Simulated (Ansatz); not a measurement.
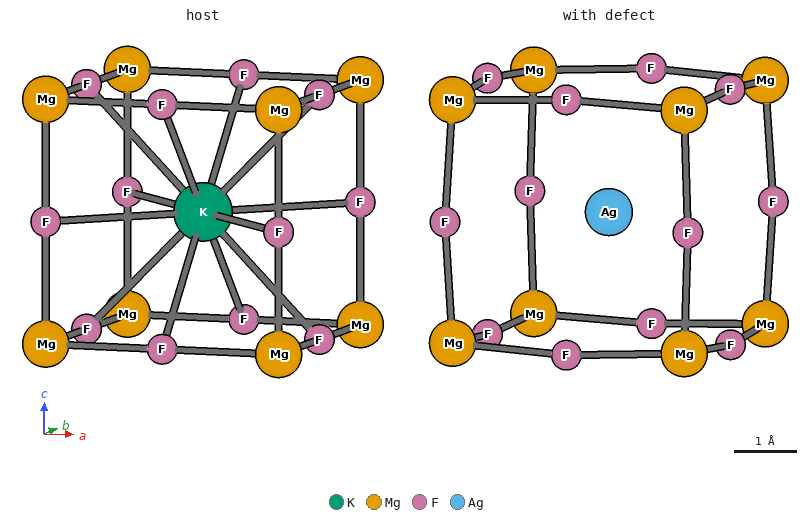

Left: perfect KMgF3. Right: the same region with one point defect, after relaxing the atoms in a supercell of 40 sites. A ball-and-stick model of the atoms within 3.8 Å of one point, seen slightly off an axis.

Theory: Ansatz 0.2.0, DFT, PBEsol, PAW, plane waves. (plane-wave cutoff 420 eV; k-point mesh 1 × 1 × 1; mesh shifted by (0.25, 0.25, 0.25); collinear spin) Fermi-Dirac smearing of 0.01 eV. A uniform background neutralises the charged cell. The axes drawn are those of the host's conventional cell.

What kind of defect was made?

A potassium atom is replaced by silver.

The charge state of the cell is −1.

How does the lattice respond?

In the host the K atom has 12 F at 2.82 Å; the Ag atom ends with 12 F at 2.94 to 2.95 Å, 8 Mg at 3.43 to 3.44 Å. Of the host's atoms, a fluorine atom moves furthest from its site, by 0.13 Å. The cell's net moment is 1.00 μB.

Limits of the set-up: the periodic images lie only 8.0 Å apart, so the values are limited by the cell's size; the cell is charged, on a uniform background, and energies carry no finite-size correction.
